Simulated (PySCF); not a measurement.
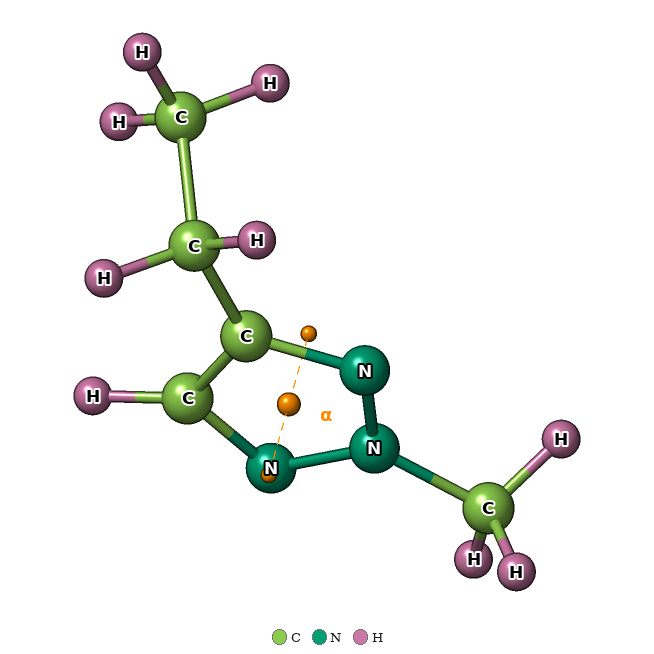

The small points mark where nucleus-independent chemical shifts (NICS) were computed: at the centre of each lettered ring and 1 Å above and below it. Computed geometry: GFN2-xTB optimisation. No frequency run is at hand to confirm it as a minimum. Method: GIAO PBE0/pcSseg-1 NMR shielding, non-relativistic, gas phase (PySCF 2.14.0).

Give NICS(0), NICS(1) and the out-of-plane component NICS(1)zz for each ring (means of the two sides).

```csv
ring,members,NICS(0),NICS(1),NICS(1)zz
α,C2N3,−13.0,−13.2,−32.4
```

Values in ppm.

What do the values say about the ring currents?

Ring α: diatropic, as in an aromatic ring. NICS is one index among several.
